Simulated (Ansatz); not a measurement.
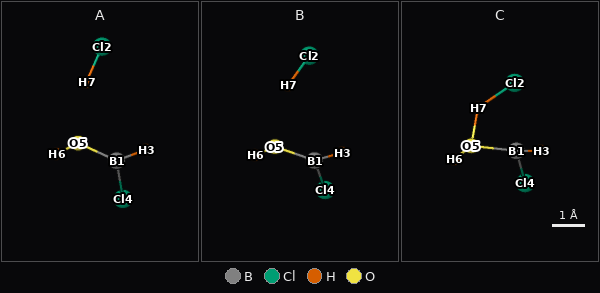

3 geometries from a converged minimum-energy path of BH₃OCl₂, shuffled. Style: ball-and-stick. Shown at a tilt.

Theory: RKS PBE-D4/def2-SVP in Ansatz. Settings: 5 movable images; climbing image; force threshold 0.05 eV/Å; iteration limit 60; starting path through a guess of the saddle point.

> Which of them lies highest in energy?

C. In order along the path, whose images run from 0 to 6: C (image 1, +13.1 kcal/mol), B (image 3, −2.1 kcal/mol), A (image 4, −2.3 kcal/mol). Breaking: B1–Cl2 (1.84 → 2.24 at the top → 3.88 Å), O5–H7 (0.99 → 1.29 at the top → 1.90 Å). Forming: Cl2–H7 (2.40 → 1.52 at the top → 1.31 Å).
